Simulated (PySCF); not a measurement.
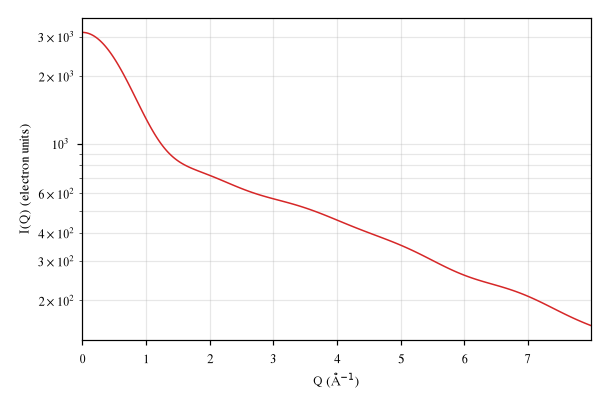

Elastic X-ray scattering of a randomly oriented, rigid molecule, calculated with the Debye equation from neutral-atom form factors (independent atoms, no Compton part, no vibration). The geometry is the end point of an optimisation (PySCF 2.14.0, density-fitted response routines, PBE0-D3(BJ)/def2-SVP geometry optimisation, gas phase); it may be a saddle point or a higher isomer. It contains C, Ga, H.

How many electrons does the independent-atom model of the molecule hold?

Answer. I(0) is the square of the electron number: I(0) = 3130, so about 56 electrons, the count of C3H7Ga.

What radius of gyration does the initial fall-off give?

Answer. From I(Q) ≈ I(0) exp(−Q²R²/3) at small Q, R ≈ 1.82 Å. It is larger than the electron-weighted radius of the nuclear positions alone (1.68 Å), because each atom's electron cloud adds to it.
